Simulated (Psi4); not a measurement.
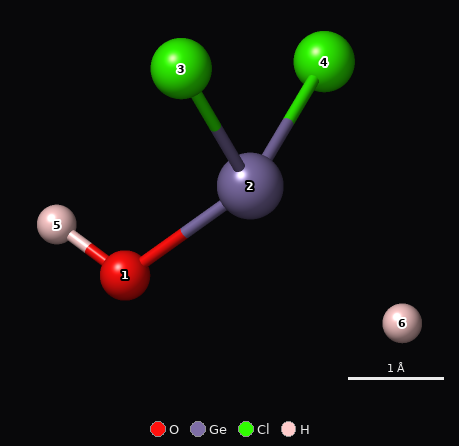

The structure as given in the input (ball-and-stick view, seen at a tilt; atoms are numbered from 1 in the order of the input). Sticks mark near contacts. Bond lengths as drawn: Cl–Ge 2.14 Å, Ge–O 1.75 Å and H–O 0.96 Å.

# Single-point calculation, with input and output: GeH2Cl2O (part 1 of 2)

- system: GeH2Cl2O
- method: CAM-B3LYP/def2-SVP, UKS (Psi4 1.11)

### The program's output
```
Psi4 1.11 release

   => Loading Basis Set <=

    Name: DEF2-SVP
    Role: ORBITAL
    Keyword: BASIS

         ---------------------------------------------------------
                                   SCF
                              UHF Reference
                        1 Threads,   1525 MiB Core
         ---------------------------------------------------------

  ==> Geometry <==

    Molecular point group: c1
    Full point group: C1

    Geometry (in Angstrom), charge = 0, multiplicity = 1:

       Center              X                  Y                   Z               Mass
    ------------   -----------------  -----------------  -----------------  -----------------
         O           -0.261420670391     1.775566124821    -0.718282346985    15.994914619570
         GE          -0.165820670391     0.335766124821     0.274817653015    73.921177761000
         CL           1.848079329609    -0.378033875179     0.317617653015    34.968852682000
         CL          -1.352820670391    -1.216033875179    -0.591482346985    34.968852682000
         H            0.025979329609     1.636566124821    -1.625082346985     1.007825032230
         H           -0.898716670391     0.866313124821     2.370007653015     1.007825032230

  Running in c1 symmetry.

  Rotational constants: A =      0.12185  B =      0.07305  C =      0.05280 [cm^-1]
  Rotational constants: A =   3653.10594  B =   2189.85029  C =   1582.77379 [MHz]
  Nuclear repulsion =  467.358867863502155

  Charge       = 0
  Multiplicity = 1
  Electrons    = 76
  Nalpha       = 38
  Nbeta        = 38

  ==> Algorithm <==

  SCF Algorithm Type is DF.
  DIIS enabled.
  MOM disabled.
  Fractional occupation disabled.
  Guess Type is SAD.
  Energy threshold   = 1.00e-06
  Density threshold  = 1.00e-06
  Integral threshold = 1.00e-12

  ==> Primary Basis <==

  Basis Set: DEF2-SVP
    Blend: DEF2-SVP
    Number of shells: 40
    Number of basis functions: 92
    Number of Cartesian functions: 98
    Spherical Harmonics?: true
    Max angular momentum: 2

   => Loading Basis Set <=

    Name: (DEF2-SVP AUX)
    Role: JKFIT
    Keyword: DF_BASIS_SCF

  ==> Integral Setup <==

  DFHelper Memory: AOs need 0.044 GiB; user supplied 1.118 GiB.
  SCF_SUBTYPE=INCORE selected. In-core MEM_DF algorithm will be used.
  Using in-core AOs.

  ==> MemDFJK: Density-Fitted J/K Matrices <==

    J tasked:                   Yes
    K tasked:                   Yes
    wK tasked:                   No
    Memory [MiB]:              1144
    Algorithm:                 Core
    Schwarz Cutoff:           1E-12
    Mask sparsity (%):       3.5208
    Fitting Condition:        1E-10

   => Auxiliary Basis Set <=

  Basis Set: (DEF2-SVP AUX)
    Blend: DEF2-UNIVERSAL-JKFIT
    Number of shells: 173
    Number of basis functions: 635
    Number of Cartesian functions: 814
    Spherical Harmonics?: true
    Max angular momentum: 5

  Minimum eigenvalue in the overlap matrix is 1.8061290180E-02.
  Reciprocal condition number of the overlap matrix is 4.6164916703E-03.
    Using symmetric orthogonalization.

  ==> Pre-Iterations <==

  SCF Guess: Superposition of Atomic Densities via on-the-fly atomic UHF (no occupation information).

   -------------------------
    Irrep   Nso     Nmo
   -------------------------
     A         92      92
   -------------------------
    Total      92      92
   -------------------------

  ==> Iterations <==

                           Total Energy        Delta E     RMS |[F,P]|

   @DF-UHF iter SAD: -3065.27126219660568   -3.06527e+03   0.00000e+00
  Mixing beta HOMO/LUMO orbitals (38,39)
   @DF-UHF iter   1: -3068.75575929670276   -3.48450e+00   2.24051e-02 ADIIS/DIIS
   @DF-UHF iter   2: -3069.24241080721413   -4.86652e-01   1.75529e-02 ADIIS/DIIS
   @DF-UHF iter   3: -3069.62961158782218   -3.87201e-01   9.75269e-03 ADIIS/DIIS
   @DF-UHF iter   4: -3069.79837284554742   -1.68761e-01   9.00447e-04 ADIIS/DIIS
   @DF-UHF iter   5: -3069.80672080763952   -8.34796e-03   3.10321e-04 ADIIS/DIIS
   @DF-UHF iter   6: -3069.80880996765927   -2.08916e-03   1.84945e-04 ADIIS/DIIS
   @DF-UHF iter   7: -3069.80989223477036   -1.08227e-03   1.10214e-04 ADIIS/DIIS
   @DF-UHF iter   8: -3069.81032348037024   -4.31246e-04   6.52706e-05 DIIS
   @DF-UHF iter   9: -3069.81052722566938   -2.03745e-04   2.06651e-05 DIIS
   @DF-UHF iter  10: -3069.81055114669607   -2.39210e-05   6.52279e-06 DIIS
   @DF-UHF iter  11: -3069.81055254590046   -1.39920e-06   2.59321e-06 DIIS
   @DF-UHF iter  12: -3069.81055268994032   -1.44040e-07   8.83760e-07 DIIS
  Energy and wave function converged.

    Wavefunction stable under totally symmetric rotations.
    Lowest totally symmetric eigenvalue: 0.085184
    Lowest UHF->UHF stability eigenvalues:
       A 0.085184

    Stability analysis over.

  ==> Post-Iterations <==

   @Spin Contamination Metric:   3.756838763E-01
   @S^2 Expected:                0.000000000E+00
   @S^2 Observed:                3.756838763E-01
   @S   Expected:                0.000000000E+00
   @S   Observed:                0.000000000E+00

    Orbital Energies [Eh]
    ---------------------

    Alpha Occupied:

       1A   -405.303854     2A   -104.807637     3A   -104.807566
       4A    -52.227260     5A    -46.329407     6A    -46.329044
       7A    -46.328216     8A    -20.585937     9A    -10.571007
      10A    -10.570961    11A     -8.044761    12A     -8.044714
      13A     -8.042952    14A     -8.042907    15A     -8.042314
      16A     -8.042267    17A     -7.286413    18A     -5.267440
      19A     -5.266264    20A     -5.262025    21A     -1.745706
      22A     -1.744141    23A     -1.738843    24A     -1.737451
      25A     -1.736995    26A     -1.334095    27A     -1.112512
      28A     -1.087253    29A     -0.742113    30A     -0.651086
      31A     -0.575227    32A     -0.561416    33A     -0.515208
      34A     -0.506435    35A     -0.485792    36A     -0.476038
      37A     -0.465861    38A     -0.465599

    Alpha Virtual:

      39A      0.028571    40A      0.153303    41A      0.172280
      42A      0.182527    43A      0.228361    44A      0.299443
      45A      0.430239    46A      0.474453    47A      0.515220
      48A      0.540570    49A      0.561123    50A      0.579226
      51A      0.674905    52A      0.679477    53A      0.773561
      54A      0.780850    55A      0.855876    56A      0.886574
      57A      1.010490    58A      1.019173    59A      1.021821
      60A      1.023662    61A      1.026741    62A      1.066613
      63A      1.070559    64A      1.079279    65A      1.145041
      66A      1.201310    67A      1.207971    68A      1.222037
      69A      1.243578    70A      1.288294    71A      1.329346
      72A      1.343752    73A      1.367451    74A      1.533402
      75A      1.561013    76A      1.664064    77A      1.677503
      78A      1.679507    79A      1.707871    80A      1.843900
      81A      1.897970    82A      2.517420    83A      2.688475
      84A      2.759275    85A      2.794063    86A      2.863908
      87A      2.890684    88A      3.052160    89A      3.243014
      90A      3.320310    91A      3.493148    92A      4.078647

    Beta Occupied:

       1A   -405.305766     2A   -104.808638     3A   -104.808569
       4A    -52.228796     5A    -46.330895     6A    -46.329757
       7A    -46.328991     8A    -20.587857     9A    -10.572078
      10A    -10.572036    11A     -8.047781    12A     -8.047743
      13A     -8.043797    14A     -8.043753    15A     -8.043480
      16A     -8.043437    17A     -7.291348    18A     -5.270408
      19A     -5.268185    20A     -5.266602    21A     -1.746698
      22A     -1.744989    23A     -1.742043    24A     -1.739549
      25A     -1.739282    26A     -1.339749    27A     -1.121062
      28A     -1.095496    29A     -0.762806    30A     -0.661524
      31A     -0.581384    32A     -0.570437    33A     -0.518336
      34A     -0.515914    35A     -0.487735    36A     -0.479591
      37A     -0.466984    38A     -0.393298

    Beta Virtual:

      39A      0.059563    40A      0.142949    41A      0.157681
      42A      0.165845    43A      0.224391    44A      0.299527
      45A      0.425772    46A      0.463012    47A      0.491888
      48A      0.527111    49A      0.548421    50A      0.578211
      51A      0.670469    52A      0.745228    53A      0.770988
      54A      0.782600    55A      0.857774    56A      0.883108
      57A      1.005228    58A      1.016986    59A      1.017237
      60A      1.019701    61A      1.023170    62A      1.062217
      63A      1.064087    64A      1.076240    65A      1.138239
      66A      1.195105    67A      1.206436    68A      1.216388
      69A      1.241805    70A      1.282956    71A      1.326466
      72A      1.339620    73A      1.369200    74A      1.533996
      75A      1.568046    76A      1.669676    77A      1.705898
      78A      1.740666    79A      1.744173    80A      1.877128
      81A      1.916922    82A      2.515147    83A      2.683231
      84A      2.751546    85A      2.786912    86A      2.858408
      87A      2.883450    88A      3.049610    89A      3.240825
      90A      3.318601    91A      3.489188    92A      4.076602

    Final Occupation by Irrep:
              A
    DOCC [    38 ]
    SOCC [     0 ]
    NA   [    38 ]
    NB   [    38 ]

  @DF-UHF Final Energy: -3069.81055268994032

   => Energetics <=

    Nuclear Repulsion Energy =            467.3588678635021552
    One-Electron Energy =               -5200.5070035643311712
    Two-Electron Energy =                1663.3375830108886930
    Total Energy =                      -3069.8105526899398683

  UHF NO Occupations:
  HONO-2 :   36  A 1.9997924
  HONO-1 :   37  A 1.9992827
  HONO-0 :   38  A 1.7915044
  LUNO+0 :   39  A 0.2084956
  LUNO+1 :   40  A 0.0007173
  LUNO+2 :   41  A 0.0002076
  LUNO+3 :   42  A 0.0000544

Computation Completed

Properties will be evaluated at   0.000000,   0.000000,   0.000000 [a0]

Properties computed using the SCF density matrix

 Multipole Moments:

 ------------------------------------------------------------------------------------
     Multipole            Electronic (a.u.)      Nuclear  (a.u.)        Total (a.u.)
 ------------------------------------------------------------------------------------

 L = 1.  Multiply by 2.5417464519 to convert [e a0] to [Debye]
 Dipole X            :         -0.2455495            0.2816316            0.0360821
 Dipole Y            :         -0.5452343            0.6666434            0.1214091
 Dipole Z            :          1.3774091           -1.6305849           -0.2531758
 Magnitude           :                                                    0.2830902

 ------------------------------------------------------------------------------------

	total time  =          8 seconds =       0.13 minutes

   => Loading Basis Set <=

    Name: DEF2-SVP
    Role: ORBITAL
    Keyword: BASIS

         ---------------------------------------------------------
                                   SCF
                              UKS Reference
                        1 Threads,   1525 MiB Core
         ---------------------------------------------------------

  ==> Geometry <==

    Molecular point group: c1
    Full point group: C1

    Geometry (in Angstrom), charge = 0, multiplicity = 1:

       Center              X                  Y                   Z               Mass
    ------------   -----------------  -----------------  -----------------  -----------------
         O           -0.261420670391     1.775566124821    -0.718282346985    15.994914619570
         GE          -0.165820670391     0.335766124821     0.274817653015    73.921177761000
         CL           1.848079329609    -0.378033875179     0.317617653015    34.968852682000
         CL          -1.352820670391    -1.216033875179    -0.591482346985    34.968852682000
         H            0.025979329609     1.636566124821    -1.625082346985     1.007825032230
         H           -0.898716670391     0.866313124821     2.370007653015     1.007825032230

  Running in c1 symmetry.
```
